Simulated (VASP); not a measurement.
Band structure of TiO$_{2}$ (rutile). Level of theory: AM05 GGA, VASP's PBE PAW potentials (set 64) (plane waves; VASP).

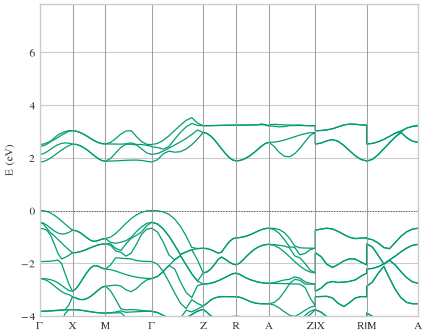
Figure. Bands along high-symmetry lines, zero at the valence-band maximum or, without a gap, the Fermi level

### Question
Read the plot: is there a gap, and where are the band edges?

### Answer
The gap is direct, 1.84 eV, from the valence maximum at Γ to the conduction minimum at Γ. (Edges off the drawn lines would not show.)

The compound is TiO2 in the rutile structure. It was relaxed first.
